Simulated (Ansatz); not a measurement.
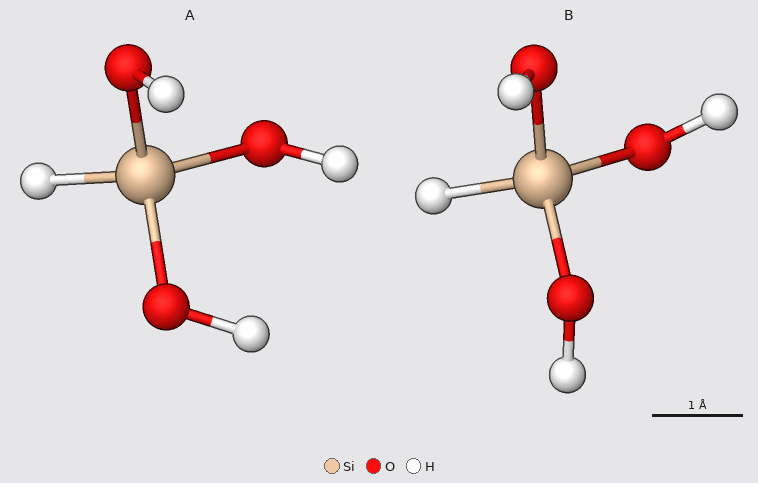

Two geometries of SiH$_{4}$O$_{3}$, drawn at one scale. One is the start of a relaxation, the other its converged end. The picture is a ball-and-stick view, seen from a free direction.

All numbers below come from RKS PBE0-D4/def2-SVP (Ansatz 0.2.0). (no spin polarisation; force threshold 0.02 eV/Å; at most 40 steps)

Question: Which of the two is the end point?

Answer: Structure B is the relaxed one. The run prepares the start of a later molecular dynamics calculation, from a guessed geometry. The largest move after the best rigid fit is that of an H atom, 0.84 Å. Largest moves by element: H 0.84 Å, O 0.37 Å, Si 0.22 Å. Some distances before and after: H–O 1.010 → 0.961 Å, O–Si 1.679 → 1.651 Å, H–Si 1.460 → 1.481 Å. Among the angles between lasting bonds that change: Si–O–H 109.5° → 117.5°, Si–O–H 109.5° → 116.0°, Si–O–H 109.5° → 115.2°. Groups turn about O–Si by about 80°, O–Si by about 45°, O–Si by about 35°. After 12 accepted moves (15 points after the start) the energy has fallen by 8.93 kcal/mol. The largest force component goes from 2 to 0.018 eV/Å. The line search rejected the trial steps at points 8, 10, 14 of the run. Cost: 47 s on 1 thread of Arm Neoverse V1 (shared host), peak memory 0.15 GiB.
